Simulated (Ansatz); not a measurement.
# Si4NH13O: geometry relaxation (part 3 of 3)

Si4NH13O; RKS PBE0-D4/def2-TZVP (Ansatz 0.2.0). The geometry is a transition state displaced along its imaginary mode. The reaction was set up to form Si1–N7 and Si2–H6 and to break Si1–Si2 and H6–N7 (atoms counted from 1 in the order of the input); sticks are drawn by distance alone.

Geometry of the input (Å):
```
Si -0.2827  0.2075  -0.6679
Si 1.1140  -1.9013  1.5857
Si -1.0203  1.6720  -2.2881
Si -1.3043  0.4504  1.4371
O  -0.2288  -1.2799  -1.3614
H  1.6426  -0.0205  0.6493
N  1.3947  0.7251  -0.3935
H  0.4078  -2.9931  0.7670
H  2.4521  -2.5344  1.6887
H  0.4935  -2.1922  2.9443
H  -0.2447  1.5387  -3.5503
H  -0.8332  3.0490  -1.7533
H  -2.4571  1.4252  -2.5434
H  -0.3650  1.1919  2.3163
H  -1.7950  -0.8058  2.0453
H  -2.4990  1.3409  1.2464
H  -0.0415  -2.0188  -0.7565
H  2.0571  0.4209  -1.1043
H  1.5098  1.7245  -0.2613
```

Trajectory as extended XYZ, continued:
```
19
Properties=species:S:1:pos:R:3:forces:R:3 step=15 energy=-35246.30153
Si   -0.2117    0.5189   -0.8986   -0.0081   0.0300   0.0566
Si    1.3422   -2.4783    2.0083   -0.0371   0.0669  -0.0469
Si   -1.3153    1.7936   -2.5235   -0.0143   0.0121  -0.0499
Si   -1.1931    0.7066    1.2396   -0.0018  -0.0112  -0.0008
O    -0.3409   -1.0285   -1.4746   -0.0027   0.0108   0.0009
H     1.5927   -1.0582    1.6265   -0.0202  -0.1175   0.0302
N     1.4032    1.0536   -0.6927   -0.0318   0.0500   0.2229
H     0.4983   -3.1203    0.9547    0.0705   0.0663   0.0738
H     2.6371   -3.1979    2.1094   -0.0163   0.0025  -0.0269
H     0.6369   -2.5341    3.3135   -0.0056   0.0057  -0.0460
H    -0.5340    1.7957   -3.7947   -0.0102   0.0077   0.0112
H    -1.4318    3.2051   -2.0562    0.0103  -0.0355   0.0067
H    -2.6849    1.2861   -2.8151    0.0303  -0.0021   0.0166
H    -0.3227    1.4764    2.1755   -0.0027  -0.0047  -0.0083
H    -1.4066   -0.6473    1.8290   -0.0055   0.0036   0.0097
H    -2.5166    1.3864    1.1764    0.0114  -0.0048  -0.0040
H     0.0448   -1.7175   -0.9285    0.0009  -0.0442   0.0040
H     2.0192    1.2604   -1.4598    0.0730   0.0273   0.0245
H     1.7832    1.2992    0.2107   -0.0400  -0.0630  -0.2742
19
Properties=species:S:1:pos:R:3:forces:R:3 step=16 energy=-35246.30439
Si   -0.2034    0.4975   -0.8913    0.0437  -0.0162  -0.0406
Si    1.3088   -2.4254    1.9955   -0.0884   0.1052  -0.1473
Si   -1.3065    1.7664   -2.5192   -0.0521   0.0258   0.0118
Si   -1.1666    0.6791    1.2558   -0.0165   0.0239  -0.0083
O    -0.3265   -1.0543   -1.4619    0.0163   0.0279   0.0462
H     1.6104   -0.9886    1.6947   -0.0422  -0.2349   0.0667
N     1.4030    1.0676   -0.7123   -0.2326  -0.0499  -0.0214
H     0.4702   -2.9785    0.8781    0.1387   0.0888   0.1861
H     2.5789   -3.1946    2.0771   -0.0504   0.0344  -0.0138
H     0.5621   -2.5352    3.2778    0.0421   0.0146  -0.1008
H    -0.5176    1.8168   -3.7868   -0.0215  -0.0067   0.0531
H    -1.4506    3.1616   -2.0085   -0.0096  -0.0423  -0.0397
H    -2.6632    1.2288   -2.8227    0.0458   0.0308  -0.0008
H    -0.2853    1.4461    2.1835   -0.0050  -0.0052  -0.0066
H    -1.3931   -0.6678    1.8572    0.0039   0.0044  -0.0116
H    -2.4839    1.3712    1.1932    0.0081  -0.0053   0.0059
H     0.0558   -1.7359   -0.9032   -0.0122  -0.0508  -0.0135
H     1.9932    1.2982   -1.4919    0.1075   0.0291   0.0348
H     1.8145    1.2471    0.1847    0.1245   0.0263  -0.0002
19
Properties=species:S:1:pos:R:3:forces:R:3 step=17 energy=-35246.30961
Si   -0.2032    0.4969   -0.8867    0.0410  -0.0200   0.0068
Si    1.3151   -2.4160    1.9837   -0.0564   0.0713  -0.0893
Si   -1.3098    1.7657   -2.5128   -0.0260   0.0343  -0.0315
Si   -1.1726    0.6816    1.2563   -0.0008   0.0201  -0.0013
O    -0.3309   -1.0561   -1.4525    0.0048   0.0262   0.0241
H     1.6225   -0.9842    1.6968   -0.0244  -0.1310   0.0352
N     1.4061    1.0581   -0.7034   -0.1487  -0.0034   0.0065
H     0.4815   -2.9584    0.8658    0.0797   0.0516   0.1045
H     2.5819   -3.1884    2.0607   -0.0350   0.0165   0.0028
H     0.5603   -2.5262    3.2585    0.0347  -0.0039  -0.0576
H    -0.5118    1.8005   -3.7740   -0.0189   0.0010   0.0238
H    -1.4590    3.1683   -2.0267    0.0141  -0.0404  -0.0046
H    -2.6670    1.2378   -2.8249    0.0346  -0.0048   0.0085
H    -0.2952    1.4479    2.1881   -0.0049  -0.0059  -0.0040
H    -1.3966   -0.6683    1.8514   -0.0009   0.0028  -0.0001
H    -2.4907    1.3714    1.1928    0.0039  -0.0058   0.0018
H     0.0405   -1.7419   -0.8911   -0.0126  -0.0231  -0.0157
H     2.0097    1.2769   -1.4773    0.0526   0.0106   0.0382
H     1.8192    1.2343    0.1954    0.0632   0.0039  -0.0480
19
Properties=species:S:1:pos:R:3:forces:R:3 step=18 energy=-35246.31295
Si   -0.2059    0.5026   -0.8868    0.0086   0.0086  -0.0088
Si    1.3143   -2.4157    1.9944   -0.0225   0.0138  -0.0283
Si   -1.3159    1.7646   -2.5116   -0.0096   0.0538  -0.0196
Si   -1.1748    0.6876    1.2545    0.0024   0.0143   0.0089
O    -0.3203   -1.0493   -1.4577    0.0172  -0.0241   0.0358
H     1.6309   -0.9822    1.7566   -0.0061  -0.0369   0.0009
N     1.3856    1.1105   -0.7088   -0.2439  -0.0014  -0.3674
H     0.5009   -2.9260    0.8540    0.0320   0.0255   0.0323
H     2.5758   -3.1943    2.0740   -0.0135   0.0098  -0.0010
H     0.5395   -2.5571    3.2506    0.0080  -0.0036  -0.0132
H    -0.5197    1.8018   -3.7727   -0.0107   0.0014   0.0105
H    -1.4667    3.1644   -2.0216   -0.0018  -0.0211  -0.0110
H    -2.6694    1.2295   -2.8218    0.0172  -0.0103   0.0081
H    -0.2961    1.4604    2.1789   -0.0108  -0.0110   0.0015
H    -1.3961   -0.6597    1.8558   -0.0019  -0.0040   0.0061
H    -2.4950    1.3734    1.1901    0.0051  -0.0052  -0.0016
H     0.0609   -1.7346   -0.9023   -0.0277  -0.0279  -0.0160
H     1.9899    1.2956   -1.4920    0.0300  -0.0011   0.0286
H     1.8624    1.1285    0.1663    0.2280   0.0194   0.3343
19
Properties=species:S:1:pos:R:3:forces:R:3 step=19 energy=-35246.24962 accepted=F
Si   -0.2054    0.5114   -0.8876   -0.1082   0.0058  -0.0048
Si    1.3080   -2.4023    1.9995    0.0019  -0.0258   0.0350
Si   -1.3196    1.7667   -2.5096   -0.0398   0.0251  -0.0204
Si   -1.1708    0.6917    1.2536   -0.0236   0.0152   0.0314
O    -0.3045   -1.0469   -1.4458    0.0662  -0.0286   0.0248
H     1.6466   -0.9654    1.8434   -0.0029   0.0229  -0.0154
N     1.3570    1.1968   -0.7192    1.4067  -0.5030   1.5628
H     0.5304   -2.8489    0.8133   -0.0043   0.0006  -0.0104
H     2.5587   -3.1958    2.0799    0.0097  -0.0014  -0.0071
H     0.4961   -2.6001    3.2231   -0.0050   0.0074  -0.0094
H    -0.5272    1.8134   -3.7712    0.0057   0.0011  -0.0032
H    -1.4986    3.1622   -2.0228   -0.0103  -0.0037  -0.0038
H    -2.6572    1.1923   -2.8126   -0.0116   0.0056  -0.0076
H    -0.3011    1.4682    2.1821   -0.0057  -0.0068  -0.0073
H    -1.3949   -0.6521    1.8621    0.0018  -0.0196  -0.0016
H    -2.4944    1.3700    1.1809   -0.0007   0.0008   0.0016
H     0.0664   -1.7298   -0.8802   -0.0510  -0.0126  -0.0185
H     1.9649    1.3154   -1.5178   -0.0902   0.0150  -0.0071
H     1.9456    0.9533    0.1288   -1.1390   0.5022  -1.5388
19
Properties=species:S:1:pos:R:3:forces:R:3 step=20 energy=-35246.31586
Si   -0.1992    0.5034   -0.8858    0.0333  -0.0160   0.0471
Si    1.3093   -2.4006    1.9757    0.0110  -0.0064   0.0110
Si   -1.3097    1.7659   -2.5115   -0.0260  -0.0310  -0.0097
Si   -1.1702    0.6874    1.2552   -0.0226   0.0338   0.0112
O    -0.3180   -1.0596   -1.4269    0.0267  -0.0039   0.0030
H     1.6346   -0.9679    1.7666    0.0005   0.0175   0.0007
N     1.3889    1.1228   -0.7119    0.0468   0.0117  -0.0810
H     0.5123   -2.8841    0.8168   -0.0078  -0.0105  -0.0050
H     2.5661   -3.1851    2.0548    0.0005  -0.0020  -0.0012
H     0.5195   -2.5653    3.2184   -0.0036  -0.0011  -0.0030
H    -0.5220    1.8131   -3.7767   -0.0001  -0.0004   0.0070
H    -1.4834    3.1624   -2.0231    0.0039  -0.0176   0.0043
H    -2.6523    1.1984   -2.8091   -0.0048   0.0143  -0.0147
H    -0.3045    1.4553    2.1953    0.0019   0.0008  -0.0080
H    -1.3964   -0.6610    1.8531    0.0042  -0.0109  -0.0077
H    -2.4919    1.3687    1.1824   -0.0027   0.0019   0.0066
H     0.0305   -1.7431   -0.8469   -0.0367   0.0277  -0.0364
H     2.0105    1.2605   -1.4939   -0.0452   0.0021   0.0541
H     1.8761    1.1287    0.1672    0.0209  -0.0101   0.0217
19
Properties=species:S:1:pos:R:3:forces:R:3 step=21 energy=-35246.31693
Si   -0.1979    0.4962   -0.8802   -0.0178  -0.0037  -0.0659
Si    1.3242   -2.3878    1.9821   -0.0005  -0.0013   0.0006
Si   -1.2999    1.7632   -2.5096   -0.0150   0.0112   0.0085
Si   -1.1752    0.6823    1.2580    0.0176  -0.0099  -0.0005
O    -0.3380   -1.0573   -1.4485    0.0145   0.0690   0.0346
H     1.6438   -0.9520    1.7801   -0.0010   0.0015   0.0031
N     1.3902    1.1192   -0.7104   -0.0132  -0.0283   0.0495
H     0.5362   -2.8722    0.8177   -0.0065  -0.0067  -0.0109
H     2.5828   -3.1688    2.0673   -0.0002   0.0036   0.0013
H     0.5234   -2.5601    3.2168    0.0040   0.0010   0.0053
H    -0.4970    1.8214   -3.7646    0.0050   0.0012   0.0017
H    -1.4791    3.1552   -2.0117    0.0013   0.0037  -0.0054
H    -2.6411    1.2068   -2.8338    0.0080  -0.0060   0.0036
H    -0.3057    1.4514    2.1927   -0.0024  -0.0035   0.0023
H    -1.3945   -0.6702    1.8506   -0.0048   0.0038   0.0059
H    -2.4978    1.3620    1.1900    0.0004  -0.0040  -0.0077
H    -0.0660   -1.7656   -0.8604    0.0178  -0.0225   0.0162
H     1.9962    1.2897   -1.4958    0.0018  -0.0034  -0.0151
H     1.8956    1.0867    0.1594   -0.0091  -0.0056  -0.0273
19
Properties=species:S:1:pos:R:3:forces:R:3 step=22 energy=-35246.31771
Si   -0.1978    0.5044   -0.8810   -0.0097  -0.0105   0.0425
Si    1.3171   -2.3932    1.9797    0.0008   0.0020   0.0026
Si   -1.3031    1.7658   -2.5122    0.0029   0.0104  -0.0053
Si   -1.1732    0.6866    1.2592   -0.0008  -0.0014  -0.0099
O    -0.3283   -1.0521   -1.4370    0.0032  -0.0237   0.0095
H     1.6251   -0.9552    1.7730   -0.0048  -0.0029  -0.0020
N     1.3906    1.1226   -0.7071    0.0001   0.0110  -0.0285
H     0.5174   -2.8864    0.8260    0.0003   0.0020  -0.0002
H     2.5831   -3.1634    2.0502    0.0026  -0.0020  -0.0012
H     0.5361   -2.5687    3.2266   -0.0009   0.0004  -0.0003
H    -0.4934    1.8300   -3.7627    0.0007   0.0005   0.0021
H    -1.4973    3.1572   -2.0181    0.0011  -0.0041   0.0010
H    -2.6359    1.1938   -2.8421    0.0026  -0.0042   0.0040
H    -0.3062    1.4548    2.1965   -0.0009   0.0007   0.0018
H    -1.3956   -0.6650    1.8530   -0.0007   0.0006  -0.0004
H    -2.4962    1.3651    1.1875   -0.0048   0.0019   0.0029
H    -0.0391   -1.7536   -0.8475   -0.0062   0.0161  -0.0157
H     1.9900    1.2881   -1.4988    0.0235   0.0055  -0.0051
H     1.9069    1.0693    0.1546   -0.0088  -0.0022   0.0024
19
Properties=species:S:1:pos:R:3:forces:R:3 step=23 energy=-35246.31793
Si   -0.1935    0.5027   -0.8767   -0.0022   0.0055  -0.0086
Si    1.3123   -2.3934    1.9747   -0.0017  -0.0040   0.0003
Si   -1.3012    1.7627   -2.5074    0.0011  -0.0060   0.0024
Si   -1.1744    0.6912    1.2599    0.0067  -0.0050   0.0054
O    -0.3246   -1.0542   -1.4320   -0.0054   0.0128  -0.0080
H     1.6087   -0.9543    1.7609   -0.0005   0.0025  -0.0004
N     1.3953    1.1241   -0.7111   -0.0002  -0.0019   0.0040
H     0.5086   -2.8948    0.8273   -0.0005   0.0007  -0.0001
H     2.5836   -3.1553    2.0389    0.0021  -0.0005   0.0002
H     0.5401   -2.5703    3.2269   -0.0002   0.0007  -0.0002
H    -0.4895    1.8353   -3.7559    0.0015   0.0010  -0.0013
H    -1.5051    3.1509   -2.0092   -0.0006   0.0012   0.0009
H    -2.6292    1.1813   -2.8400   -0.0031   0.0014  -0.0022
H    -0.3089    1.4583    2.1996   -0.0006   0.0028   0.0007
H    -1.4002   -0.6593    1.8550   -0.0022   0.0002  -0.0017
H    -2.4965    1.3719    1.1850    0.0033  -0.0007  -0.0037
H    -0.0326   -1.7567   -0.8462    0.0057  -0.0105   0.0130
H     1.9977    1.2827   -1.5024   -0.0016   0.0010   0.0022
H     1.9093    1.0772    0.1524   -0.0017  -0.0011  -0.0030
19
Properties=species:S:1:pos:R:3:forces:R:3 step=24 energy=-35246.31798
Si   -0.1936    0.5030   -0.8766    0.0005   0.0018   0.0014
Si    1.3114   -2.3942    1.9737   -0.0003   0.0003   0.0000
Si   -1.3016    1.7614   -2.5084    0.0003   0.0005   0.0020
Si   -1.1722    0.6911    1.2609    0.0007   0.0014  -0.0012
O    -0.3240   -1.0547   -1.4295   -0.0010  -0.0022  -0.0011
H     1.6063   -0.9548    1.7589   -0.0002  -0.0005   0.0002
N     1.3948    1.1249   -0.7108    0.0005   0.0022  -0.0031
H     0.5069   -2.8964    0.8272    0.0003  -0.0006   0.0004
H     2.5835   -3.1550    2.0375   -0.0001   0.0000  -0.0002
H     0.5401   -2.5705    3.2265   -0.0001  -0.0001   0.0000
H    -0.4875    1.8375   -3.7552    0.0007  -0.0002   0.0000
H    -1.5088    3.1488   -2.0088    0.0000  -0.0003   0.0002
H    -2.6283    1.1791   -2.8447    0.0000  -0.0004  -0.0005
H    -0.3064    1.4578    2.2009   -0.0002  -0.0007   0.0006
H    -1.4012   -0.6593    1.8548   -0.0003  -0.0003   0.0005
H    -2.4929    1.3740    1.1845   -0.0003   0.0001   0.0002
H    -0.0324   -1.7554   -0.8409    0.0003  -0.0010   0.0009
H     1.9963    1.2863   -1.5022    0.0008   0.0006   0.0007
H     1.9096    1.0765    0.1521   -0.0018  -0.0005  -0.0009
```

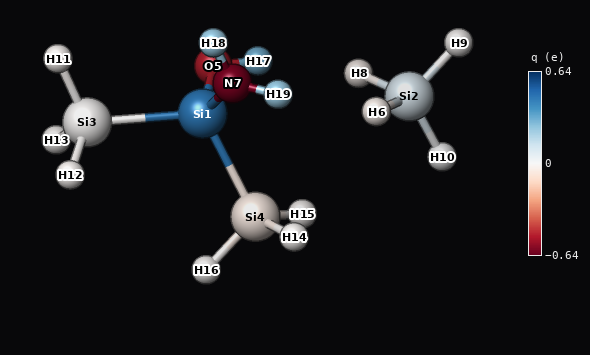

*Mulliken charges, as the colour of each atom (ball-and-stick view, seen at a tilt; atoms are numbered from 1 in the order of the input).*

By element: Si −0.05 to +0.46, O −0.49, H −0.03 to +0.30 and N −0.61 e.

Results in brief:

```tsv
quantity	value
outcome	converged
total energy	−35246.3180 eV
mean-field energy	−35245.8773 eV
dispersion energy	−0.4407 eV
SCF solution under orbital rotations	stable
largest force (length of the vector) at the end	0.004 eV/Å
dipole moment	2.70 D
hardware	4 CPU threads, shared host
wall time	28 s (CPU time 50 s)
peak memory	0.97 GiB
```
